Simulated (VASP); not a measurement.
**YPt under strain**

Aim: follow the pressure of YPt through compression, expansion and shear. All runs use PBEsol. Left out of this account: 1 further run (self-consistent run: a reference on another mesh). The start is a computed cell from the Materials Project.

Main program and level: VASP 6.6.1; PBEsol; plane waves and PAW (Y_sv, Pt).

**1. The starting structure**

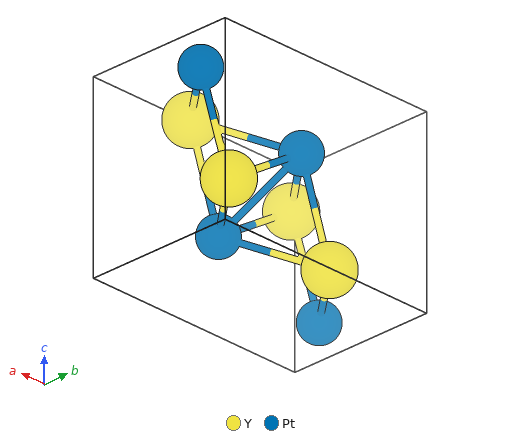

The cell as given, from a free direction (yttrium yellow, platinum blue).

Structure file:

```cif
data_structure
_symmetry_space_group_name_H-M 'Pnma'
_symmetry_Int_Tables_number 62
_cell_length_a 7.0462
_cell_length_b 4.5137
_cell_length_c 5.5521
_cell_angle_alpha 90.000
_cell_angle_beta 90.000
_cell_angle_gamma 90.000
_cell_volume 176.58
loop_
_atom_site_label
_atom_site_type_symbol
_atom_site_symmetry_multiplicity
_atom_site_Wyckoff_symbol
_atom_site_fract_x
_atom_site_fract_y
_atom_site_fract_z
_atom_site_occupancy
Y1 Y 4 c 0.18198 0.25000 0.63963 1
Pt1 Pt 4 c 0.04284 0.25000 0.15288 1
```

**2. Bands, cell as listed**

The mesh alone shows little of the dispersion and can miss band extrema, so KPOINTS_OPT adds a path through the symmetry points after the self-consistent cycle. PBEsol restores the gradient expansion of exchange and is tuned for the cells of solids.

Input file INCAR:

```
SYSTEM = YPt
PREC = Accurate
ENCUT = 400
EDIFF = 1E-06
NELM = 100
ISMEAR = -1
SIGMA = 0.05
LREAL = .FALSE.
ALGO = Normal
GGA = PS
NBANDS = 64
LASPH = .TRUE.
LORBIT = 11
LWAVE = .FALSE.
LCHARG = .FALSE.
KPAR = 8
```

Input file POSCAR:

```
YPt
1.0
    7.0462340500      0.0000000000      0.0000000000
    0.0000000000      4.5136933400      0.0000000000
    0.0000000000      0.0000000000      5.5521317500
Y Pt
4 4
Direct
    0.1819799900      0.2500000000      0.6396335300
    0.8180200100      0.7500000000      0.3603664700
    0.3180200100      0.7500000000      0.1396335300
    0.6819799900      0.2500000000      0.8603664700
    0.0428388100      0.2500000000      0.1528810400
    0.9571611900      0.7500000000      0.8471189600
    0.4571611900      0.7500000000      0.6528810400
    0.5428388100      0.2500000000      0.3471189600
```

Input file KPOINTS:

```
Automatic mesh
0
Gamma
5 7 6
0 0 0
```

Input file KPOINTS_OPT:

```
Line mode
12
Line-mode
Reciprocal
  0.00000000   0.00000000   0.00000000 GAMMA
  0.00000000   0.50000000   0.00000000 X

  0.00000000   0.50000000   0.00000000 X
  0.00000000   0.50000000   0.50000000 S

  0.00000000   0.50000000   0.50000000 S
  0.00000000   0.00000000   0.50000000 Y

  0.00000000   0.00000000   0.50000000 Y
  0.00000000   0.00000000   0.00000000 GAMMA

  0.00000000   0.00000000   0.00000000 GAMMA
  0.50000000   0.00000000   0.00000000 Z

  0.50000000   0.00000000   0.00000000 Z
  0.50000000   0.50000000   0.00000000 U

  0.50000000   0.50000000   0.00000000 U
  0.50000000   0.50000000   0.50000000 R

  0.50000000   0.50000000   0.50000000 R
  0.50000000   0.00000000   0.50000000 T

  0.50000000   0.00000000   0.50000000 T
  0.50000000   0.00000000   0.00000000 Z

  0.00000000   0.00000000   0.50000000 Y
  0.50000000   0.00000000   0.50000000 T

  0.50000000   0.50000000   0.00000000 U
  0.00000000   0.50000000   0.00000000 X

  0.00000000   0.50000000   0.50000000 S
  0.50000000   0.50000000   0.50000000 R
```

The projector-augmented-wave data sets are Y_sv and Pt (PBE family, release 64).

On the command line:

```console
> mpirun -np 8 vasp_std
```

The program printed:

```text
[banner, memory and clock lines left out]
running    8 mpi-ranks, on    1 nodes
 distrk:  each k-point on    1 cores,    8 groups
 distr:  one band on    1 cores,    1 groups

 POSCAR found type information on POSCAR Y Pt
 POSCAR found :  2 types and       8 ions
|                                                                             |
|           W    W    AA    RRRRR   N    N  II  N    N   GGGG   !!!           |
|           W    W   A  A   R    R  NN   N  II  NN   N  G    G  !!!           |
|           W    W  A    A  R    R  N N  N  II  N N  N  G       !!!           |
|           W WW W  AAAAAA  RRRRR   N  N N  II  N  N N  G  GGG   !            |
|           WW  WW  A    A  R   R   N   NN  II  N   NN  G    G                |
|           W    W  A    A  R    R  N    N  II  N    N   GGGG   !!!           |
|                                                                             |
|     For optimal performance we recommend to set                             |
|       NCORE = 2 up to number-of-cores-per-socket                            |
|     NCORE specifies how many cores store one orbital (NPAR=cpu/NCORE).      |
|     This setting can greatly improve the performance of VASP for DFT.       |
|     The default, NCORE=1 might be grossly inefficient on modern             |
|     multi-core architectures or massively parallel machines. Do your        |
|     Unfortunately you need to use the default for GW and RPA                |
|     calculations (for HF NCORE is supported but not extensively tested      |
|     yet).                                                                   |
|                                                                             |

|                                                                             |
|               ----> ADVICE to this user running VASP <----                  |
|                                                                             |
|     You enforced a specific xc type in the INCAR file but a different       |
|     [... a line on the potential file left out ...]
|     I HOPE YOU KNOW WHAT YOU ARE DOING!                                     |
|                                                                             |

 LDA part: xc-table for (Slater+PW92), standard interpolation
 POSCAR, INCAR and KPOINTS ok, starting setup
 FFT: planning ... GRIDC
 FFT: planning ... GRID_SOFT
 FFT: planning ... GRID
 WAVECAR not read
 entering main loop
       N       E                     dE             d eps       ncg     rms          rms(c)
DAV:   1     0.448160616219E+03    0.44816E+03   -0.34533E+04  6144   0.105E+03
DAV:   2    -0.324625711494E+02   -0.48062E+03   -0.44953E+03  6832   0.291E+02
DAV:   3    -0.645943633446E+02   -0.32132E+02   -0.31497E+02  8824   0.554E+01
DAV:   4    -0.673037548656E+02   -0.27094E+01   -0.26944E+01  8976   0.130E+01
DAV:   5    -0.673837848880E+02   -0.80030E-01   -0.80016E-01  8048   0.233E+00    0.658E+01
DAV:   6    -0.655022314026E+02    0.18816E+01   -0.24152E+00  7008   0.621E+00    0.393E+01
DAV:   7    -0.650617207119E+02    0.44051E+00   -0.27444E+00  7488   0.566E+00    0.851E+00
DAV:   8    -0.650024617927E+02    0.59259E-01   -0.77534E-01  6968   0.310E+00    0.294E+00
DAV:   9    -0.649612706486E+02    0.41191E-01   -0.22137E-01  6864   0.183E+00    0.157E+00
DAV:  10    -0.649607795018E+02    0.49115E-03   -0.76901E-03  7784   0.254E-01    0.306E-01
DAV:  11    -0.649607590011E+02    0.20501E-04   -0.14079E-03  6976   0.163E-01    0.312E-01
DAV:  12    -0.649607402085E+02    0.18793E-04   -0.11244E-04  7640   0.386E-02    0.249E-02
DAV:  13    -0.649607378633E+02    0.23452E-05   -0.10060E-05  6944   0.149E-02    0.195E-02
DAV:  14    -0.649607381044E+02   -0.24110E-06   -0.13358E-06  5048   0.510E-03
   1 F= -.64960738E+02 E0= -.64942115E+02  d E =-.372458E-01
 Start KPOINTS_OPT (optional k-point list driver)
k-point batch [1-48\144]
       N       E                     dE             ncg
DAV:   1    -0.650341508164E+03   -0.61327E+05     6144
DAV:   2    -0.238457129873E+05   -0.23195E+05     6920
DAV:   3    -0.254626960995E+05   -0.16170E+04     8936
DAV:   4    -0.256112643270E+05   -0.14857E+03     8984
DAV:   5    -0.256157004403E+05   -0.44361E+01     8040
DAV:   6    -0.256157616706E+05   -0.61230E-01     8888
DAV:   7    -0.256157627626E+05   -0.10920E-02     7992
DAV:   8    -0.256157627762E+05   -0.13592E-04     6896
DAV:   9    -0.256157627768E+05   -0.60190E-06     4768
[...]
k-point batch [97-144\144]
       N       E                     dE             ncg
DAV:   1    -0.634652787849E+03   -0.77564E+05     6144
DAV:   2    -0.238463892381E+05   -0.23212E+05     6864
DAV:   3    -0.254588516005E+05   -0.16125E+04     8880
DAV:   4    -0.255954129743E+05   -0.13656E+03     8864
DAV:   5    -0.255997446010E+05   -0.43316E+01     8072
DAV:   6    -0.255998053355E+05   -0.60734E-01     8672
DAV:   7    -0.255998063899E+05   -0.10543E-02     7992
DAV:   8    -0.255998064142E+05   -0.24329E-04     6624
DAV:   9    -0.255998064156E+05   -0.14488E-05     4720
DAV:  10    -0.255998064159E+05   -0.24454E-06     4280
```

Wall time 85 s (8 MPI ranks of Intel Xeon 6975P-C (Granite Rapids), shared host); peak memory 5 GiB.

The logs omit lines about the potential files and the build; timing stands in the text.

Parts of OUTCAR (step 2):

```text
ion  position               nearest neighbor table
   1  0.182  0.250  0.640-   5 2.87   7 2.98   7 2.98   6 2.99   6 2.99   5 3.01   8 3.02   3 3.70
                             3 3.70   3 3.70   3 3.70   4 3.73   4 3.73   2 3.75   2 3.75
   2  0.818  0.750  0.360-   6 2.87   8 2.98   8 2.98   5 2.99   5 2.99   6 3.01   7 3.02   4 3.70
                             4 3.70   4 3.70   4 3.70   3 3.73   3 3.73   1 3.75   1 3.75
   3  0.318  0.750  0.140-   7 2.87   5 2.98   5 2.98   8 2.99   8 2.99   7 3.01   6 3.02   1 3.70
                             1 3.70   1 3.70   1 3.70   2 3.73   2 3.73   4 3.75   4 3.75
   4  0.682  0.250  0.860-   8 2.87   6 2.98   6 2.98   7 2.99   7 2.99   8 3.01   5 3.02   2 3.70
                             2 3.70   2 3.70   2 3.70   1 3.73   1 3.73   3 3.75   3 3.75
   5  0.043  0.250  0.153-   1 2.87   6 2.89   6 2.89   3 2.98   3 2.98   2 2.99   2 2.99   1 3.01
                             4 3.02
   6  0.957  0.750  0.847-   2 2.87   5 2.89   5 2.89   4 2.98   4 2.98   1 2.99   1 2.99   2 3.01
                             3 3.02
   7  0.457  0.750  0.653-   3 2.87   8 2.89   8 2.89   1 2.98   1 2.98   4 2.99   4 2.99   3 3.01
                             2 3.02
   8  0.543  0.250  0.347-   4 2.87   7 2.89   7 2.89   2 2.98   2 2.98   3 2.99   3 2.99   4 3.01
                             1 3.02

  LATTYP: Found a simple orthorhombic cell.
 ALAT       =     4.5136933400
 B/A-ratio  =     1.2300640145
 C/A-ratio  =     1.5610794795

 Subroutine GETGRP returns: Found  8 space group operations
 (whereof  2 operations were pure point group operations)

The static configuration has the point symmetry S_2 .
 The point group associated with its full space group is D_2h.

 Found     48 irreducible k-points:

   k-points           NKPTS =     48   k-points in BZ     NKDIM =     48   number of bands    NBANDS=     64

   dimension x,y,z NGX =    48 NGY =   30 NGZ =   36
   dimension x,y,z NGXF=    96 NGYF=   60 NGZF=   72

   ENCUT  =  400.0 eV  29.40 Ry    5.42 a.u.  11.49  7.36  9.05*2*pi/ulx,y,z

   NELECT =      84.0000    total number of electrons

 k-points in reciprocal lattice and weights: Automatic mesh
   0.00000000  0.00000000  0.00000000       0.005
   0.20000000  0.00000000  0.00000000       0.010
   0.40000000  0.00000000  0.00000000       0.010
   0.00000000  0.14285714  0.00000000       0.010
   0.20000000  0.14285714  0.00000000       0.019
   0.40000000  0.14285714  0.00000000       0.019
   0.00000000  0.28571429  0.00000000       0.010
   0.20000000  0.28571429  0.00000000       0.019
   0.40000000  0.28571429  0.00000000       0.019
[...]
0.20000000  0.42857143  0.50000000       0.019
   0.40000000  0.42857143  0.50000000       0.019

 average (electrostatic) potential at core
       1 -34.2062       2 -34.2062       3 -34.2062       4 -34.2062       5 -67.6299
       6 -67.6299       7 -67.6299       8 -67.6299

 E-fermi :   6.0092

 k-point     1 :       0.0000    0.0000    0.0000
  band No.  band energies     occupation
    ...
     40       4.3208      2.00000
     41       5.3142      2.00000
     42       5.6418      1.99871
     43       5.7325      1.99212
     44       6.0559      0.56432
     45       7.4188      0.00000
     46       7.6678      0.00000
     47       8.0543      0.00000
     48       8.1657      0.00000
     49       8.2419      0.00000
    ...

 k-point     2 :       0.2000    0.0000    0.0000
  band No.  band energies     occupation
    ...
     38       3.9652      2.00000
     39       4.1145      2.00000
     40       4.3130      2.00000
     41       5.4373      1.99998
     42       5.9073      1.76937
     43       6.1128      0.22378
     44       6.1879      0.05453
     45       7.4062      0.00000
     46       7.5615      0.00000
     47       7.7913      0.00000
    ...

 k-point     3 :       0.4000    0.0000    0.0000
  band No.  band energies     occupation
    ...
     37       3.8283      2.00000
     38       3.8640      2.00000
     39       4.2294      2.00000
     40       4.2854      2.00000
     41       6.0303      0.79206
     42       6.2186      0.02988
     43       6.3878      0.00103
     44       6.8876      0.00000
     45       7.0725      0.00000
     46       7.3000      0.00000
    ...

  Total       -3.8426077     -3.8283300     -3.7396500      0.0000000     -0.0000000      0.0000000
  in kB      -34.8648466    -34.7353011    -33.9306882      0.0000000     -0.0000000      0.0000000
  external PRESSURE =     -34.5102786 kB  Pullay stress =       0.0000000 kB

  energy-cutoff  :      400.00
  volume of cell :      176.58
      direct lattice vectors                 reciprocal lattice vectors
     7.046234050  0.000000000  0.000000000     0.141919782  0.000000000  0.000000000
     0.000000000  4.513693340  0.000000000     0.000000000  0.221548059  0.000000000
     0.000000000  0.000000000  5.552131750     0.000000000  0.000000000  0.180111000

 POSITION                                       TOTAL-FORCE (eV/Angst)
 -----------------------------------------------------------------------------------
      1.28227      1.12842      3.55133         0.012682      0.000000      0.018711
      5.76396      3.38527      2.00080        -0.012682     -0.000000     -0.018711
      2.24084      3.38527      0.77526        -0.012682      0.000000      0.018711
      4.80539      1.12842      4.77687         0.012682     -0.000000     -0.018711
      0.30185      1.12842      0.84882        -0.036416      0.000000     -0.075586
      6.74438      3.38527      4.70332         0.036416     -0.000000      0.075586
      3.22126      3.38527      3.62488         0.036416      0.000000     -0.075586
      3.82497      1.12842      1.92725        -0.036416     -0.000000      0.075586
 -----------------------------------------------------------------------------------
    total drift:                                0.000000      0.000000     -0.000000

  FREE ENERGIE OF THE ION-ELECTRON SYSTEM (eV)
  ---------------------------------------------------
  free  energy   TOTEN  =       -64.9607381044 eV

  energy  without entropy=      -64.9234923391  energy(sigma->0) =      -64.94211522

 total charge
# of ion       s       p       d       f       tot
--------------------------------------------------
    1        2.248   6.366   0.960   0.051   9.626
    2        2.248   6.366   0.960   0.051   9.626
    3        2.248   6.366   0.960   0.051   9.626
    4        2.248   6.366   0.960   0.051   9.626
    5        0.821   0.382   8.125   0.000   9.327
    6        0.821   0.382   8.125   0.000   9.327
    7        0.821   0.382   8.125   0.000   9.327
    8        0.821   0.382   8.125   0.000   9.327
--------------------------------------------------
tot         12.275  26.991  36.341   0.205  75.812

[... 3 further parts left out ...]
```

Spin-orbit coupling is off here; with elements this heavy it splits and shifts levels by tenths of an eV or more. The PAW data sets were made with PBE, which is usual practice but a small mismatch for other functionals. At this level the cell is under a tension of 3.5 GPa, so at these settings it is away from equilibrium.

Numbers from this step:

```yaml
scf_cycles: 14
electrons: 84
bands: 64
irreducible_k_points: 48
symmetry_operations: 8
free_energy_toten: -64.9607 eV
energy_at_zero_smearing: -64.9421 eV
fermi_energy: 6.009 eV
pressure: -3.451 GPa
metallic: yes
```

The electronic bands at the labelled points (eV, zero at the Fermi level; # counts the bands kept, so #1 is VASP's band 17):

| point | #23 | #24 | #25 | #26 | #27 | #28 | #29 | #30 |
| --- | --- | --- | --- | --- | --- | --- | --- | --- |
| Γ | -1.92 | -1.69 | -0.69 | -0.37 | -0.28 | 0.05 | 1.41 | 1.66 |
| X | -1.91 | -1.91 | 0.03 | 0.03 | 0.31 | 0.31 | 0.84 | 0.84 |
| S | -1.77 | -1.77 | -1.02 | -1.02 | 0.47 | 0.47 | 0.58 | 0.58 |
| Y | -1.52 | -1.52 | -0.57 | -0.57 | 0.18 | 0.18 | 1.08 | 1.08 |
| Γ | -1.92 | -1.69 | -0.69 | -0.37 | -0.28 | 0.05 | 1.41 | 1.66 |
| Z | -1.75 | -1.75 | 0.19 | 0.19 | 0.70 | 0.70 | 1.10 | 1.10 |
| U | -2.13 | -2.13 | 0.37 | 0.37 | 0.37 | 0.37 | 1.25 | 1.25 |
| R | -2.01 | -2.01 | -0.70 | -0.70 | -0.70 | -0.70 | 1.79 | 1.79 |
| T | -2.18 | -2.18 | 0.38 | 0.38 | 0.78 | 0.78 | 1.16 | 1.16 |
| Z | -1.75 | -1.75 | 0.19 | 0.19 | 0.70 | 0.70 | 1.10 | 1.10 |
| jump to Y | -1.52 | -1.52 | -0.57 | -0.57 | 0.18 | 0.18 | 1.08 | 1.08 |
| T | -2.18 | -2.18 | 0.38 | 0.38 | 0.78 | 0.78 | 1.16 | 1.16 |
| jump to U | -2.13 | -2.13 | 0.37 | 0.37 | 0.37 | 0.37 | 1.25 | 1.25 |
| X | -1.91 | -1.91 | 0.03 | 0.03 | 0.31 | 0.31 | 0.84 | 0.84 |
| jump to S | -1.77 | -1.77 | -1.02 | -1.02 | 0.47 | 0.47 | 0.58 | 0.58 |
| R | -2.01 | -2.01 | -0.70 | -0.70 | -0.70 | -0.70 | 1.79 | 1.79 |

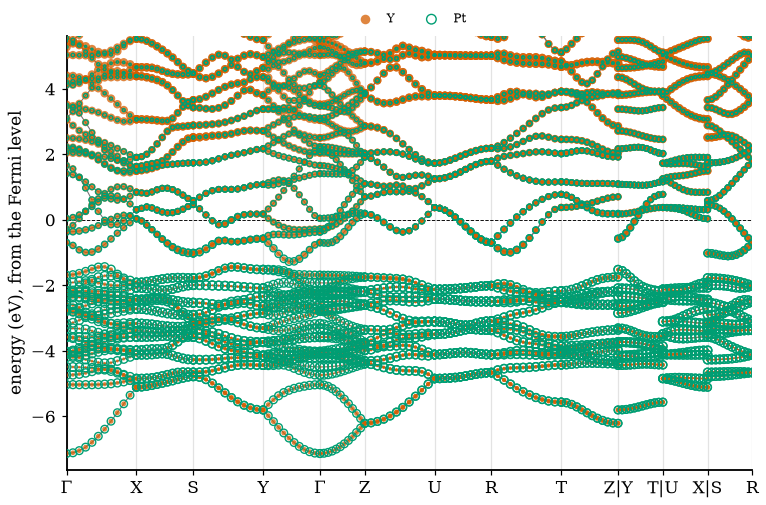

Electronic bands along the path; dots are coloured as in the legend, and their area grows with the weight.

Force by atom:

| atom | x (eV/Å) | y (eV/Å) | z (eV/Å) | size |
| --- | --- | --- | --- | --- |
| Y1 | 0.0127 | 0.0000 | 0.0187 | 0.0226 |
| Y2 | -0.0127 | 0.0000 | -0.0187 | 0.0226 |
| Y3 | -0.0127 | 0.0000 | 0.0187 | 0.0226 |
| Y4 | 0.0127 | 0.0000 | -0.0187 | 0.0226 |
| Pt5 | -0.0364 | 0.0000 | -0.0756 | 0.0839 |
| Pt6 | 0.0364 | 0.0000 | 0.0756 | 0.0839 |
| Pt7 | 0.0364 | 0.0000 | -0.0756 | 0.0839 |
| Pt8 | -0.0364 | 0.0000 | 0.0756 | 0.0839 |

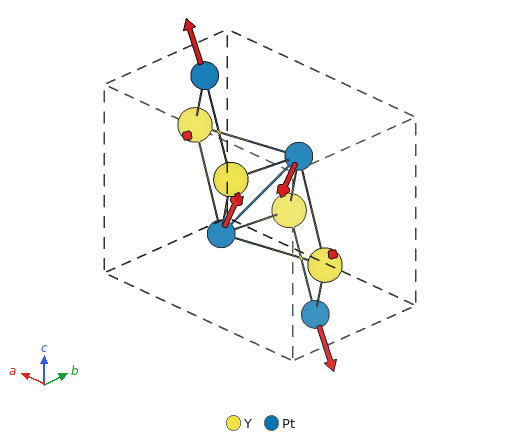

Force as arrows, the longest 0.0839 eV/Å.

There is no gap at this level.

(Continued in part 2 of 4.)

[Lines on the potential files, build, host, timing and source positions are cut from VASP's logs without a mark.]

[Logs are printed without paths, hosts, clocks, repeated set-up lines and the standing remarks that a program may print on its own settings, such as how far it seeks lower states.]

[Hosts, paths, dates, database ids (printed as entryN), source tags and the programs' standing remarks are cut or masked in the printed files.]

[A measured line is paired with the nearest computed mode of its activity, which favours agreement.]
